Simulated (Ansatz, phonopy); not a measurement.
# Quasi-harmonic thermodynamics of SiC (Moissanite 3C, F-43m), part 3 of 3

Wanted: α(T), C_P(T) and B(T) of SiC (Moissanite 3C) in the quasi-harmonic approximation.

Ansatz 0.2.0; DFT RPBE, scalar-relativistic, plane waves, PAW.

So far, principal linear expansion coefficients at 298 K (× 1e-6/K): step 5 (phonons on strained cells, q-mesh 2×2×2) 2.53. The relaxed cell has a = 4.402 Å (conventional setting).

## 7. Phonons on strained cells, q-mesh 4×4×4

Thermal expansion follows from how the free energy of the vibrations (and of the electrons in a metal) changes with strain, so the program makes strained cells, their phonons and a fit in one run.

This step: DFT RPBE, scalar-relativistic, plane waves, PAW (Ansatz 0.2.0).

File input.yaml:

```yaml
crystal:
  lattice:
    - [0.0, 2.2008869818, 2.2008869818]
    - [2.2008869818, 0.0, 2.2008869818]
    - [2.2008869818, 2.2008869818, 0.0]
  atoms:
    - { symbol: Si, position: [0.0, 0.0, 0.0] }
    - { symbol: C, position: [0.25, 0.25, 0.25] }
kpoints:
  mp_grid: { grid: [12, 12, 12] }
hamiltonian:
  xc: rpbe
scf:
  occupations: { method: fixed }
output:
  eigenvalues: true
phonons:
  method: dfpt
  qmesh: [4, 4, 4]
  temperatures: { t_max: 1200.0, t_step: 50 }
  thermal_expansion: {}
```

Launch:

```bash
> ansatz run input.yaml --threads 2 --pin off --max-ram 5120MiB --backend cpu --events-out ev --progress --plain --runs-dir out
```

Numbers of over 12 decimals in the logs are rounded to 6 here.

The program printed:

```text
[...]
Crystal: 2 atoms, lattice volume = 21.322 Å³
Basis set: ecut = 487.2 eV, 531 PW (Γ), exchange–correlation on 48×48×48 points (8 copies of the dense FFT grid, shifted against one another)
Bands: 8, of which v1, the nominal top of the filled ones, is band 4 counted from 1 (3 counted from 0)
Symmetry: 24 space group operations
[...]
k-points: 72 of 1728 (time reversal used)
[...]
SCF iter   1: F=—  HF=-891.485220 eV  |F-HF|=—  |Δ(HF+E_count)|=         —  Δρ=3.36e-3  dr2=1.57e-3  ethr=1.77e-3  ⟨swp⟩=4.7  Hψ=4076  notcnv=0  defer=127
[...]
SCF iter   7: F=-891.484902 eV  HF=-891.484902 eV  |F-HF|=3.41e-13  |Δ(HF+E_count)|=  4.70e-10  Δρ=1.07e-7  dr2=2.44e-12  ethr=1.00e-12  ⟨swp⟩=7.1  Hψ=3297  notcnv=0
SCF 1 converged in 7 iterations: F = -891.484902 eV  dr2 = 2.44e-12
[...]
relax step   1: F+E_penalty+E_count = -891.48490166 eV  Δ(F+E_penalty+E_count) = +0.000e0 eV  max|allowed force component| = 4.071e-16 eV/Å  Δτ_max = 0.0000 Å  (7 SCF iters, accepted)
SCF converged after 7 iterations
Free energy (F): -891.484902 eV
[...]
Internal energy: -891.484902 eV  (E = F + TS)
E sigma→0 (E₀):  -891.484902 eV
Fermi energy:    9.208023 eV
[...]
--- Stress (GPa, compression-positive) ---
       -0.003358       0.000000      -0.000000
       -0.000000      -0.003358       0.000000
       -0.000000       0.000000      -0.003358
  P = ⅓ Tr σ = -0.0034 GPa (-0.034 kbar)
--- Band table (eV; the first three rows and the last of 72) ---
[...]
── thermal expansion: 3 new cells, 3 in all ──
thermal expansion: relaxation of cell 2
thermal expansion: relaxation of cell 3
── thermal expansion: 2 new cells, 5 in all ──
thermal expansion: relaxation of cell 4
thermal expansion: lower-state search of cell 4
thermal expansion: phonons of cell 4
thermal expansion: relaxation of cell 5
thermal expansion: phonons of cell 5
── thermal expansion: 6 new cells, 11 in all ──
thermal expansion: relaxation of cell 6
thermal expansion: relaxation of cell 7
thermal expansion: relaxation of cell 8
thermal expansion: relaxation of cell 9
thermal expansion: relaxation of cell 10
thermal expansion: relaxation of cell 11
thermal expansion: phonons of cell 6
thermal expansion: phonons of cell 7
thermal expansion: phonons of cell 8
--- Relaxed structure (1 steps of the walk, 1 accepted, 0 SCFs on fresh bases) ---
  F+E_penalty+E_count = -891.48490166 eV   max|allowed force component| = 4.071e-16 eV/Å
  atoms:
    - { symbol: Si, position: [0.0, 0.0, 0.0] }
    - { symbol: C, position: [0.25, 0.25, 0.25] }
--- Thermal expansion: 11 cells in 3 rounds, 0 GPa ---
  no lower state was reached at cell 4
  without vibrations: a 3.11251, b 3.11251, c 3.11251 Å, V 21.3214 Å³, B 205.59 GPa
  at 0 K: a 3.12105, b 3.12105, c 3.12105 Å, V 21.4976 Å³, B 201.34 GPa
  zero-point expansion: a +0.275, b +0.275, c +0.275, V +0.826 %
[...]
0.00    3.12105    3.12105    3.12105    21.4976 |    0.00    0.00    0.00    0.00 |    2.89 |     0.000     0.000 |   201.34   201.34
   150.00    3.12114    3.12114    3.12114    21.4994 |    0.73    0.73    0.73    2.18 |    5.23 |    10.971    10.969 |   201.18   201.21
   298.15    3.12195    3.12195    3.12195    21.5161 |    2.74    2.74    2.74    8.23 |       - |    27.999    27.947 |   200.07   200.45
   400.00    3.12299    3.12299    3.12299    21.5377 |    3.75    3.75    3.75   11.26 |    9.85 |    35.250    35.119 |   198.91   199.65
   550.00    3.12498    3.12498    3.12498    21.5788 |    4.64    4.64    4.64   13.93 |   11.58 |    41.293    41.020 |   196.96   198.28
   700.00    3.12729    3.12729    3.12729    21.6266 |    5.15    5.15    5.15   15.45 |   12.79 |    44.522    44.098 |   194.89   196.77
   850.00    3.12979    3.12979    3.12979    21.6785 |    5.47    5.47    5.47   16.42 |   13.68 |    46.428    45.852 |   192.76   195.18
  1000.00    3.13241    3.13241    3.13241    21.7331 |    5.70    5.70    5.70   17.11 |   14.37 |    47.661    46.931 |   190.59   193.56
  1150.00    3.13514    3.13514    3.13514    21.7899 |    5.88    5.88    5.88   17.64 |   14.94 |    48.521    47.636 |   188.39   191.89
  1200.00    3.13606    3.13606    3.13606    21.8092 |    5.93    5.93    5.93   17.80 |   15.11 |    48.755    47.817 |   187.66   191.34
[...]
vibrations' free energy: its fit leaves 0.0000 meV an atom at the most
  the electrons' free energy at temperature is not in it: every band gap is over 1.24 eV
  free energies summed between the sampled wave vectors
[...]
band gaps on the cells' k-points are 1.371 to 1.442 eV
```

Elapsed: 13 min, on 2 threads of Arm Neoverse V2, shared host; peak memory 1.1 GiB.

This step gave:

```yaml
volume_expansion_coefficient_at_298_k: 8.231 1e-6/K
c_p_at_298_k: 14 J/mol-atom/K
entropy_at_298_k: 8.880 J/mol-atom/K
isothermal_bulk_modulus_at_298_k: 200.1 GPa
grueneisen_parameter_at_298_k: 0.7635
volume_at_298_k: 10.76 Å³/atom
principal_linear_expansion_coefficients_at_298_k: 2.744, 2.744, 2.744 1e-6/K
```

Strained cells of the study; zero-point energy where phonons were solved; the pressures are stresses at a fixed cutoff and can carry an offset from the finite basis. Expansion cells, by row:

```tsv
cell	|a| (Å)	|b| (Å)	|c| (Å)	V (Å³/atom)	E - E_lowest (meV/atom)	pressure (GPa)	gap (eV)	zero-point energy (meV/atom)
1	3.113	3.113	3.113	10.66	0	-0.009	1.399	-
2	3.137	3.137	3.137	10.92	3.853	-4.695	1.421	-
3	3.088	3.088	3.088	10.41	3.964	5.142	1.376	-
4	3.113	3.113	3.113	10.66	0	-0.044	1.399	106.9
5	3.128	3.128	3.128	10.82	1.555	-3.028	1.413	105.2
6	3.123	3.123	3.123	10.77	0.748	-2.119	1.409	105.7
7	3.134	3.134	3.134	10.88	2.92	-4.11	1.419	104.6
8	3.145	3.145	3.145	11	6.487	-6.018	1.428	103.5
9	3.082	3.082	3.082	10.35	6.168	6.477	1.371	-
10	3.097	3.097	3.097	10.5	1.508	3.122	1.385	-
11	3.161	3.161	3.161	11.17	14.39	-8.731	1.442	-
```

Quasi-harmonic; a, b, c are the run's own cell vectors. Expansion, by row:

```tsv
T (K)	a (Å)	b (Å)	c (Å)	alpha (deg)	beta (deg)	gamma (deg)	cell volume (Å³/cell)	alpha_a (1e-6/K)	alpha_b (1e-6/K)	alpha_c (1e-6/K)	alpha_V (1e-6/K)	C_P (J/mol-atom/K)	C_V (J/mol-atom/K)	S (J/mol-atom/K)	B_T (GPa)	B_S (GPa)	Grueneisen	extrapolation	fit error (1e-6/K)
0	3.121	3.121	3.121	60	60	60	21.5	0	0	0	0	0	0	0	201.3	201.3	-	0	0
50	3.121	3.121	3.121	60	60	60	21.5	0.02	0.02	0.02	0.07	0.276	0.276	0.079	201.3	201.3	0.337	0	0
100	3.121	3.121	3.121	60	60	60	21.5	0.24	0.24	0.24	0.72	2.361	2.361	0.8	201.3	201.3	0.395	0	0
150	3.121	3.121	3.121	60	60	60	21.5	0.73	0.73	0.73	2.18	5.485	5.485	2.335	201.2	201.2	0.517	0	0
200	3.121	3.121	3.121	60	60	60	21.5	1.4	1.4	1.4	4.21	8.704	8.7	4.358	200.9	201	0.63	0	0
250	3.122	3.122	3.122	60	60	60	21.51	2.12	2.12	2.12	6.36	11.63	11.62	6.622	200.5	200.8	0.711	0	0
298.1	3.122	3.122	3.122	60	60	60	21.52	2.74	2.74	2.74	8.23	14	13.97	8.879	200.1	200.4	0.763	0	0
300	3.122	3.122	3.122	60	60	60	21.52	2.77	2.77	2.77	8.3	14.08	14.05	8.966	200.1	200.4	0.765	0	0
350	3.122	3.122	3.122	60	60	60	21.53	3.31	3.31	3.31	9.93	16.06	16.01	11.29	199.5	200.1	0.802	0	0.01
400	3.123	3.123	3.123	60	60	60	21.54	3.75	3.75	3.75	11.26	17.62	17.56	13.54	198.9	199.7	0.827	0	0.01
450	3.124	3.124	3.124	60	60	60	21.55	4.11	4.11	4.11	12.34	18.86	18.78	15.69	198.3	199.2	0.845	0	0.01
500	3.124	3.124	3.124	60	60	60	21.56	4.4	4.4	4.4	13.21	19.85	19.74	17.73	197.6	198.8	0.859	0	0.01
550	3.125	3.125	3.125	60	60	60	21.58	4.64	4.64	4.64	13.93	20.65	20.51	19.66	197	198.3	0.869	0	0.01
600	3.126	3.126	3.126	60	60	60	21.59	4.84	4.84	4.84	14.52	21.29	21.13	21.49	196.3	197.8	0.877	0	0.01
650	3.126	3.126	3.126	60	60	60	21.61	5.01	5.01	5.01	15.02	21.82	21.63	23.21	195.6	197.3	0.884	0	0.01
700	3.127	3.127	3.127	60	60	60	21.63	5.15	5.15	5.15	15.45	22.26	22.05	24.85	194.9	196.8	0.889	0	0.01
750	3.128	3.128	3.128	60	60	60	21.64	5.27	5.27	5.27	15.82	22.63	22.39	26.4	194.2	196.2	0.894	0	0.01
800	3.129	3.129	3.129	60	60	60	21.66	5.38	5.38	5.38	16.14	22.95	22.68	27.87	193.5	195.7	0.898	0	0.01
850	3.13	3.13	3.13	60	60	60	21.68	5.47	5.47	5.47	16.42	23.21	22.93	29.27	192.8	195.2	0.901	0	0
900	3.131	3.131	3.131	60	60	60	21.7	5.56	5.56	5.56	16.67	23.45	23.13	30.6	192	194.7	0.904	0	0
950	3.132	3.132	3.132	60	60	60	21.71	5.63	5.63	5.63	16.9	23.65	23.31	31.87	191.3	194.1	0.907	0	0.01
1000	3.132	3.132	3.132	60	60	60	21.73	5.7	5.7	5.7	17.11	23.83	23.46	33.09	190.6	193.6	0.909	0	0.01
1050	3.133	3.133	3.133	60	60	60	21.75	5.77	5.77	5.77	17.3	23.99	23.6	34.26	189.9	193	0.912	0	0.01
1100	3.134	3.134	3.134	60	60	60	21.77	5.83	5.83	5.83	17.48	24.13	23.72	35.38	189.1	192.4	0.914	0	0.01
1150	3.135	3.135	3.135	60	60	60	21.79	5.88	5.88	5.88	17.64	24.26	23.82	36.45	188.4	191.9	0.916	0	0.02
1200	3.136	3.136	3.136	60	60	60	21.81	5.93	5.93	5.93	17.8	24.38	23.91	37.49	187.7	191.3	0.918	0	0.02
```

Expansion coefficient against temperature; values in 1e-6/K:

```tsv
temperature (K)	volume	principal 1
0	0	0
150	2.18	0.73
298	8.23	2.74
350	9.93	3.31
500	13.2	4.4
650	15.0	5.01
800	16.1	5.38
900	16.7	5.56
1050	17.3	5.77
1200	17.8	5.93
```

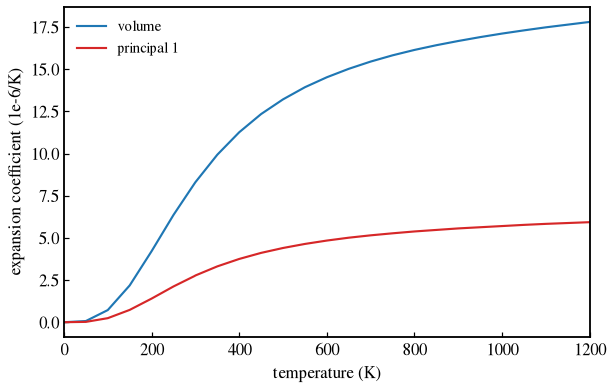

Expansion coefficient, plotted against temperature.

Changing the q-mesh (2×2×2 → 4×4×4) takes the volume expansion at 298 K from 7.59 to 8.23 × 10⁻⁶/K and B_T from 200 to 200 GPa.

## 8. Quasi-harmonic fit by phonopy

This step: DFT RPBE, scalar-relativistic, plane waves, PAW (phonopy 4.10.0).

Numbers from this step:

| Quantity | Value |
| --- | --- |
| volume expansion coefficient at 300 K | 8.24 1e-6/K |
| isothermal bulk modulus at 300 K | 200.1 GPa |
| C_P at 300 K | 14.04 J/mol-atom/K |
| Grüneisen parameter at 300 K | 0.76 |

Table of energy (each curve on its own zero) by volume; values in meV/atom:

```tsv
volume (Å³/atom)	static	F at 0 K	F at 300 K	F at 1200 K
10.663	0	1.71	1.9	4.6
10.773	0.75	1.31	1.37	2.28
10.823	1.55	1.6	1.6	1.69
10.885	2.92	2.33	2.27	1.35
10.998	6.49	4.76	4.56	1.79
```

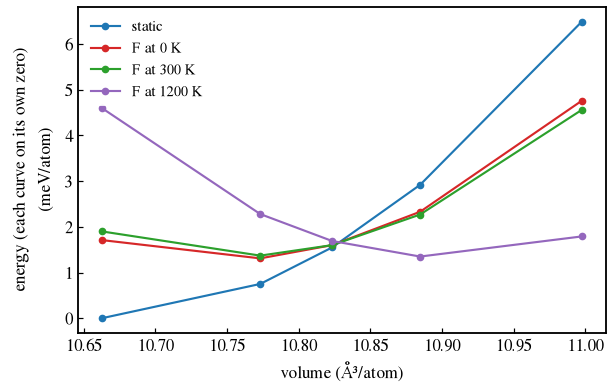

Energy (each curve on its own zero) against volume.

Phonopy-qha, vinet fit of F(V) at each temperature. Qha vinet, by row:

```tsv
T (K)	fitted volume (Å³/atom)	alpha_V (1e-6/K)	B_T (GPa)	C_P (J/mol-atom/K)	Grueneisen
100	10.75	0.85	201.4	2.304	0.4711
150	10.75	2.27	201.2	5.411	0.5398
200	10.75	4.23	201	8.639	0.6323
250	10.75	6.32	200.6	11.57	0.7069
300	10.76	8.24	200.1	14.04	0.7603
350	10.76	9.88	199.6	16.04	0.7976
400	10.77	11.21	199	17.61	0.8239
450	10.78	12.3	198.3	18.86	0.8429
500	10.78	13.18	197.7	19.86	0.8571
550	10.79	13.91	197	20.65	0.8679
600	10.8	14.51	196.3	21.3	0.8764
650	10.81	15.01	195.6	21.83	0.8832
700	10.81	15.44	194.9	22.27	0.8888
750	10.82	15.81	194.2	22.64	0.8935
800	10.83	16.13	193.5	22.95	0.8975
850	10.84	16.42	192.8	23.22	0.901
900	10.85	16.67	192	23.45	0.904
950	10.86	16.9	191.3	23.66	0.9068
1000	10.87	17.11	190.6	23.84	0.9093
1050	10.88	17.3	189.8	24	0.9116
1100	10.89	17.48	189.1	24.14	0.9137
```

Table of volume expansion coefficient by temperature; values in 1e-6/K:

```tsv
temperature (K)	phonopy-qha, Vinet	Ansatz's own study
100	0.85	0.72
150	2.27	2.18
200	4.23	4.21
250	6.32	6.36
300	8.24	8.3
350	9.88	9.93
400	11.2	11.3
450	12.3	12.3
500	13.2	13.2
550	13.9	13.9
600	14.5	14.5
650	15.0	15.0
700	15.4	15.4
750	15.8	15.8
800	16.1	16.1
850	16.4	16.4
900	16.7	16.7
950	16.9	16.9
1000	17.1	17.1
1050	17.3	17.3
1100	17.5	17.5
```

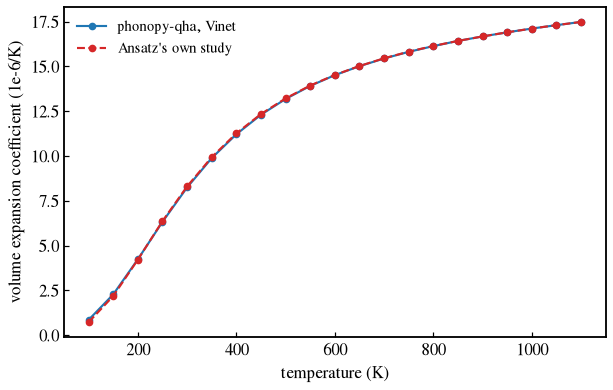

Volume expansion coefficient against temperature.

The fit gives a volume expansion of 8.24 × 10⁻⁶/K at 300 K, against 8.23 at 298 K from the study itself, whose static fit uses more cells.

## 9. Outcome

| Item | Value |
| --- | --- |
| settings of these figures | RPBE, 487.2 eV, k 12×12×12, q 4×4×4 |
| volume expansion coefficient at 298 K | 8.231 1e-6/K |
| C_P at 298 K | 14 J/mol-atom/K |
| entropy at 298 K | 8.880 J/mol-atom/K |
| isothermal bulk modulus at 298 K | 200.1 GPa |
| Grüneisen parameter at 298 K | 0.7635 |
| volume at 298 K | 10.76 Å³/atom |
| principal linear expansion coefficients at 298 K | 2.744, 2.744, 2.744 1e-6/K |

Near room temperature SiC (Moissanite 3C) expands by 8.23 × 10⁻⁶/K in volume by RPBE, with C_P = 14 J/(mol K) per mole of atoms and B_T = 200 GPa. C_P at room temperature is 56 % of the classical 3R an atom, so the stiffest modes are still partly frozen out. Changing the q-mesh moves the volume expansion at 298 K between 7.59 and 8.23 × 10⁻⁶/K, while the CPU time spans a factor of 5.4. The interpolation has no quadrupole term, so branches near the zone centre are less sure, since this crystal has sites that are not centres of inversion. The PAW files were made for PBE and are used here under another functional, for which the program regenerates the frozen cores.

[Logs are printed without paths, hosts, clocks, repeated set-up lines and the standing remarks that a program may print on its own settings, such as how far it seeks lower states.]

[Hosts, paths, dates, database ids (printed as entryN), source tags and the programs' standing remarks are cut or masked in the printed files.]

[A step with changed settings may run another functional than the one named; its input shows which.]
